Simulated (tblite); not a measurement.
Geometry relaxation of C4H14BNSi3 (part 3 of 3)

Continued. System: C4H14BNSi3, SMILES CC#CBN[Si@H]([SiH3])C[SiH3]. Method: GFN2-xTB geometry optimisation, gas phase (tblite 0.8.0). It belongs to a series of runs on one base structure; here: H on Si replaced by CH2SiH3.

Geometry of the input (Å):
```
C  5.1059  0.2328  -0.0509
C  3.7040  -0.2187  0.0569
C  2.5791  -0.6194  0.1803
B  1.0959  -1.0911  0.2974
N  0.0472  -0.4115  -0.5812
Si -1.5273  -0.2406  0.2125
Si -2.2484  -2.3061  0.6499
C  -2.6292  0.6874  -0.9596
Si -2.3643  2.5113  -0.7203
H  5.6528  -0.2142  0.7759
H  5.4990  -0.0345  -1.0713
H  5.1369  1.3527  0.0276
H  0.9947  -2.2940  0.3287
H  0.4206  0.5288  -0.9020
H  -1.4567  0.5550  1.4703
H  -2.7758  -2.9175  -0.5654
H  -3.2336  -2.2300  1.7383
H  -1.0587  -3.0866  1.0481
H  -2.4326  0.3953  -2.0065
H  -3.6756  0.4671  -0.7180
H  -1.8898  3.1690  -1.9420
H  -3.6272  3.1004  -0.2282
H  -1.3219  2.6913  0.3287
```

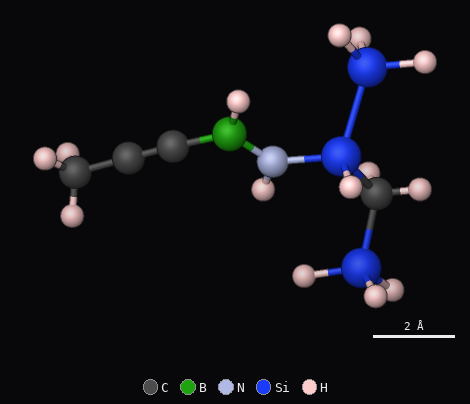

Figure 1. The geometry at step 192 of the log (ball-and-stick view, seen at a tilt).

## Trajectory as extended XYZ, continued
```
23
Properties=species:S:1:pos:R:3:forces:R:3 step=160 energy=-680.91492
C     4.9901    0.2859   -0.3585    0.0000  -0.0010   0.0060
C     3.6643   -0.1403    0.0357    0.0180   0.0160   0.0020
C     2.5604   -0.4982    0.3665    0.0020  -0.0160  -0.0170
B     1.1495   -0.9057    0.7273    0.0080   0.0200   0.0060
N     0.0777   -0.1756    0.1962   -0.0080  -0.0010   0.0090
Si   -1.6386   -0.3493    0.4676   -0.0060  -0.0220  -0.0090
Si   -2.3300   -2.5569    0.3892    0.0210  -0.0060  -0.0040
C    -2.4266    0.7087   -0.9134    0.0000   0.0020  -0.0020
Si   -2.1084    2.5782   -0.8360   -0.0060   0.0060   0.0060
H     5.7393   -0.1104    0.3278   -0.0120  -0.0080  -0.0140
H     5.2053   -0.0746   -1.3654    0.0150   0.0080   0.0190
H     5.0489    1.3752   -0.3553    0.0030  -0.0090  -0.0080
H     0.9288   -1.8144    1.4362   -0.0120  -0.0130   0.0030
H     0.3348    0.6015   -0.3969    0.0010  -0.0160   0.0010
H    -1.9413    0.2968    1.7657   -0.0060   0.0180   0.0050
H    -2.2413   -3.1750   -0.9418    0.0120   0.0160   0.0050
H    -3.7456   -2.6680    0.7686   -0.0090   0.0020  -0.0030
H    -1.6047   -3.4484    1.2976    0.0050   0.0020  -0.0030
H    -2.0846    0.3370   -1.8815   -0.0170  -0.0100   0.0010
H    -3.5035    0.5388   -0.8944    0.0030   0.0160  -0.0010
H    -2.7386    3.2354   -1.9860   -0.0040  -0.0040  -0.0030
H    -2.6712    3.1220    0.4003   -0.0030   0.0080   0.0080
H    -0.6693    2.8643   -0.8802   -0.0040  -0.0090  -0.0070
23
Properties=species:S:1:pos:R:3:forces:R:3 step=170 energy=-680.91690
C     4.9947    0.2785   -0.3512    0.0010  -0.0010  -0.0040
C     3.6661   -0.1423    0.0398    0.0140  -0.0130  -0.0030
C     2.5640   -0.5090    0.3673   -0.0060  -0.0030   0.0020
B     1.1514   -0.9079    0.7351    0.0100   0.0040  -0.0070
N     0.0822   -0.1784    0.1983    0.0020   0.0020  -0.0050
Si   -1.6330   -0.3419    0.4812   -0.0130  -0.0240  -0.0210
Si   -2.3145   -2.5521    0.3795    0.0100   0.0050  -0.0040
C    -2.4420    0.7136   -0.8909   -0.0030   0.0070   0.0020
Si   -2.1254    2.5849   -0.8439   -0.0150  -0.0120  -0.0160
H     5.7403   -0.1229    0.3357   -0.0100   0.0060   0.0040
H     5.2139   -0.0830   -1.3565    0.0000  -0.0050  -0.0020
H     5.0590    1.3673   -0.3512    0.0030  -0.0060   0.0110
H     0.9220   -1.8100    1.4504    0.0120  -0.0010   0.0060
H     0.3444    0.5845   -0.4099   -0.0130   0.0180  -0.0050
H    -1.9195    0.3014    1.7835   -0.0140   0.0200   0.0080
H    -2.1850   -3.1478   -0.9581    0.0030   0.0010  -0.0010
H    -3.7402   -2.6675    0.7189   -0.0020  -0.0060  -0.0030
H    -1.6117   -3.4582    1.2911    0.0020   0.0130   0.0020
H    -2.1200    0.3327   -1.8627   -0.0170  -0.0030   0.0110
H    -3.5191    0.5479   -0.8514    0.0070  -0.0030   0.0080
H    -2.7938    3.2238   -1.9832   -0.0040  -0.0040   0.0000
H    -2.6498    3.1552    0.3978    0.0130  -0.0090   0.0050
H    -0.6887    2.8582   -0.9504    0.0210   0.0120   0.0100
23
Properties=species:S:1:pos:R:3:forces:R:3 step=181 energy=-680.91862
C     4.9975    0.2651   -0.3486    0.0050  -0.0040   0.0000
C     3.6688   -0.1544    0.0416   -0.0080  -0.0020  -0.0110
C     2.5630   -0.5120    0.3666    0.0050   0.0140   0.0020
B     1.1505   -0.8992    0.7441    0.0070  -0.0070   0.0020
N     0.0807   -0.1688    0.2085   -0.0030   0.0000   0.0040
Si   -1.6345   -0.3342    0.4930   -0.0050  -0.0060  -0.0060
Si   -2.2957   -2.5479    0.3631    0.0040   0.0080  -0.0020
C    -2.4624    0.7131   -0.8732    0.0090   0.0080   0.0100
Si   -2.1291    2.5815   -0.8564   -0.0120  -0.0030  -0.0090
H     5.7406   -0.1368    0.3400    0.0080   0.0030   0.0110
H     5.2187   -0.0961   -1.3532   -0.0010  -0.0080  -0.0100
H     5.0616    1.3538   -0.3477    0.0070   0.0010   0.0090
H     0.9294   -1.7947    1.4715   -0.0170   0.0130  -0.0120
H     0.3414    0.5919   -0.4033   -0.0090   0.0080  -0.0010
H    -1.9289    0.3199    1.7892    0.0010  -0.0100   0.0040
H    -2.1188   -3.1222   -0.9789    0.0030  -0.0110   0.0100
H    -3.7300   -2.6808    0.6558   -0.0020  -0.0070  -0.0010
H    -1.6110   -3.4528    1.2892    0.0020   0.0040  -0.0010
H    -2.1725    0.3157   -1.8481   -0.0130  -0.0010   0.0030
H    -3.5394    0.5578   -0.7989    0.0090   0.0050  -0.0060
H    -2.8386    3.2078   -1.9778    0.0070   0.0050   0.0070
H    -2.6003    3.1644    0.4005   -0.0040  -0.0020   0.0040
H    -0.6957    2.8560   -1.0078    0.0090  -0.0080  -0.0080
23
Properties=species:S:1:pos:R:3:forces:R:3 step=192 energy=-680.92056
C     5.0025    0.2438   -0.3386    0.0170   0.0090   0.0030
C     3.6688   -0.1685    0.0418   -0.0060   0.0120  -0.0060
C     2.5549   -0.5070    0.3595   -0.0090   0.0200   0.0170
B     1.1378   -0.8737    0.7400   -0.0170  -0.0190  -0.0250
N     0.0694   -0.1456    0.1978   -0.0010   0.0150   0.0060
Si   -1.6434   -0.3278    0.4899    0.0030   0.0050  -0.0140
Si   -2.2668   -2.5515    0.3523    0.0070  -0.0180  -0.0040
C    -2.4944    0.7217   -0.8603    0.0080  -0.0020   0.0110
Si   -2.1270    2.5834   -0.8643    0.0020  -0.0050  -0.0110
H     5.7406   -0.1562    0.3561    0.0020  -0.0270   0.0150
H     5.2315   -0.1169   -1.3417   -0.0050  -0.0060  -0.0030
H     5.0698    1.3321   -0.3339    0.0020   0.0130  -0.0120
H     0.9021   -1.7594    1.4748    0.0120   0.0040  -0.0050
H     0.3233    0.6155   -0.4167    0.0000  -0.0160   0.0030
H    -1.9312    0.3122    1.7943   -0.0090  -0.0050   0.0060
H    -2.0195   -3.1385   -0.9724   -0.0020  -0.0040  -0.0050
H    -3.7066   -2.7260    0.5908   -0.0030   0.0110  -0.0020
H    -1.5961   -3.4318    1.3111    0.0040   0.0000   0.0150
H    -2.2460    0.3107   -1.8410   -0.0100   0.0050   0.0110
H    -3.5708    0.5875   -0.7469    0.0060  -0.0010  -0.0120
H    -2.8740    3.2294   -1.9491   -0.0020   0.0000   0.0010
H    -2.5328    3.1650    0.4158    0.0120   0.0140   0.0020
H    -0.6969    2.8285   -1.0900   -0.0110  -0.0040   0.0090
23
Properties=species:S:1:pos:R:3:forces:R:3 step=202 energy=-680.92252
C     5.0190    0.2259   -0.3198   -0.0010   0.0020   0.0060
C     3.6697   -0.1552    0.0380    0.0040   0.0020  -0.0020
C     2.5479   -0.4791    0.3425   -0.0170   0.0010   0.0110
B     1.1303   -0.8494    0.7174   -0.0120   0.0140  -0.0060
N     0.0563   -0.1300    0.1759    0.0020   0.0090  -0.0180
Si   -1.6522   -0.3276    0.4817    0.0060   0.0030  -0.0150
Si   -2.2413   -2.5601    0.3401    0.0020   0.0050   0.0180
C    -2.5332    0.7286   -0.8437   -0.0020   0.0030   0.0010
Si   -2.1348    2.5841   -0.8705    0.0190  -0.0050   0.0070
H     5.7312   -0.1937    0.3911    0.0050  -0.0060  -0.0090
H     5.2556   -0.1440   -1.3182    0.0030   0.0030   0.0100
H     5.1137    1.3124   -0.3160    0.0050   0.0000  -0.0090
H     0.8982   -1.7291    1.4593    0.0170  -0.0210   0.0060
H     0.3034    0.6239   -0.4495   -0.0090   0.0060   0.0040
H    -1.9305    0.2890    1.7998   -0.0080   0.0070  -0.0070
H    -1.9315   -3.1661   -0.9621    0.0050  -0.0120   0.0010
H    -3.6880   -2.7461    0.5221    0.0000  -0.0050  -0.0010
H    -1.5948   -3.3995    1.3519   -0.0130  -0.0150  -0.0100
H    -2.3298    0.3094   -1.8310    0.0120   0.0020   0.0060
H    -3.6064    0.6095   -0.6921    0.0000   0.0090   0.0040
H    -2.9267    3.2523   -1.9090    0.0000  -0.0130   0.0030
H    -2.4475    3.1724    0.4322   -0.0050   0.0150   0.0050
H    -0.7134    2.7994   -1.1709   -0.0130  -0.0030  -0.0060
23
Properties=species:S:1:pos:R:3:forces:R:3 step=213 energy=-680.92386
C     5.0341    0.2114   -0.3122   -0.0050   0.0010   0.0010
C     3.6757   -0.1418    0.0417   -0.0050  -0.0040   0.0010
C     2.5465   -0.4453    0.3407    0.0080  -0.0010   0.0000
B     1.1294   -0.8230    0.7109    0.0040   0.0040  -0.0040
N     0.0479   -0.1104    0.1755   -0.0020   0.0000   0.0010
Si   -1.6574   -0.3311    0.4845   -0.0020   0.0030   0.0020
Si   -2.2284   -2.5688    0.3294    0.0020   0.0040   0.0040
C    -2.5554    0.7329   -0.8220   -0.0030  -0.0010  -0.0040
Si   -2.1377    2.5836   -0.8758   -0.0080  -0.0020   0.0050
H     5.7356   -0.2207    0.4021   -0.0030   0.0010  -0.0010
H     5.2671   -0.1687   -1.3075   -0.0020   0.0000   0.0010
H     5.1529    1.2954   -0.3151   -0.0010   0.0010   0.0000
H     0.9099   -1.7141    1.4445    0.0000  -0.0050  -0.0040
H     0.2845    0.6539   -0.4412   -0.0040  -0.0020   0.0030
H    -1.9438    0.2730    1.8069    0.0030   0.0020   0.0000
H    -1.8686   -3.1794   -0.9580    0.0020  -0.0020   0.0000
H    -3.6797   -2.7617    0.4606   -0.0030   0.0030  -0.0050
H    -1.6213   -3.4109    1.3627    0.0010  -0.0040   0.0040
H    -2.3801    0.3066   -1.8116    0.0030   0.0020  -0.0010
H    -3.6264    0.6290   -0.6445    0.0060  -0.0010   0.0020
H    -2.9662    3.2408   -1.8924    0.0030   0.0010   0.0020
H    -2.3946    3.1971    0.4284    0.0040  -0.0040  -0.0070
H    -0.7288    2.7791   -1.2385    0.0020   0.0040  -0.0010
```

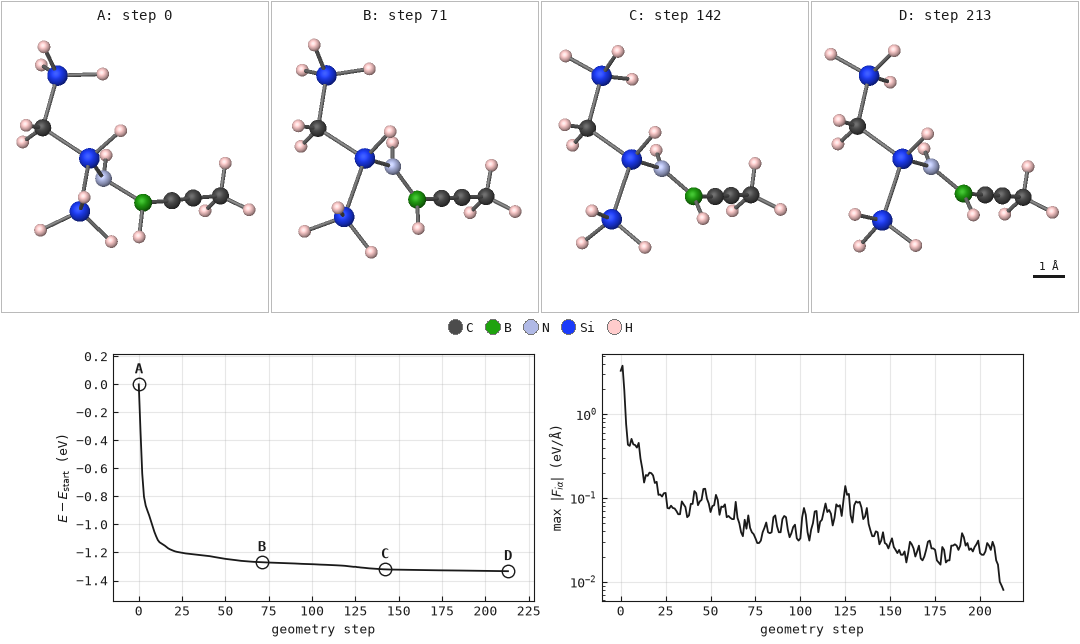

Figure 2. Frames of the relaxation (ball-and-stick view, seen at a tilt) above the curves, on which the letters mark them (steps are counted from 0).

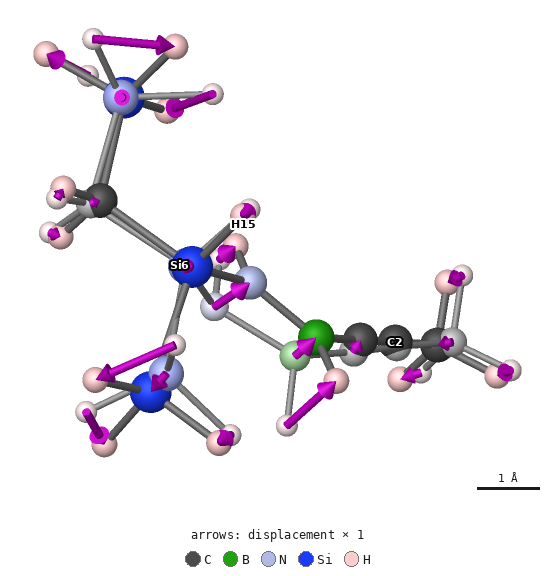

Figure 3. Start (faint) and end (solid) with the displacements as pink arrows, at true length (ball-and-stick view, seen at a tilt). The two geometries are laid on each other by the best rigid fit. Over 213 geometry steps the energy falls by 1.333 eV. Largest force component: 3.3 eV/Å at the start, 0.008 eV/Å at the end. The atom that moves furthest after the best rigid fit is H23 (1.68 Å). Largest moves by element: H 1.68 Å, N 0.81 Å, B 0.49 Å, Si 0.42 Å, C 0.27 Å. Among the contacts that change: B4–N5 1.528 → 1.401 Å, Si6–Si7 2.231 → 2.315 Å, Si6–C8 1.857 → 1.909 Å, N5–H14 1.061 → 1.010 Å. Among the angles that change: B4–N5–Si6 113.3° → 128.4°, C3–B4–H13 112.5° → 121.1°, Si6–C8–Si9 108.9° → 117.3°. (Atoms are counted from 1 in the order of the input.)
